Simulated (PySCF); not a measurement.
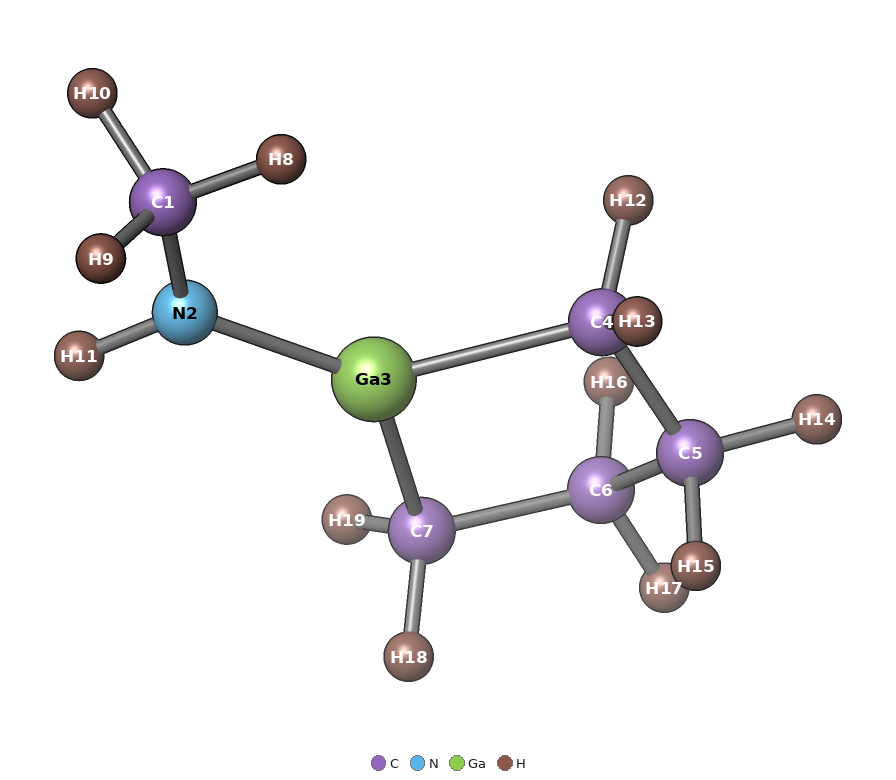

Depth is shown by fading: the farther an atom, the more it takes the colour of the background. Computed geometry: PBE0-D3(BJ)/def2-SVP optimisation. No frequency run is at hand to confirm it as a minimum.

### What is the conformation of the ring Ga3–C4–C5–C6–C7?

It is a twist (half-chair). The Cremer–Pople amplitude Q is 0.43 Å.

### Give the torsion angles round the ring, beginning with the bond from its second to its third atom.

36°, −53°, 37°, −13°, −12°.
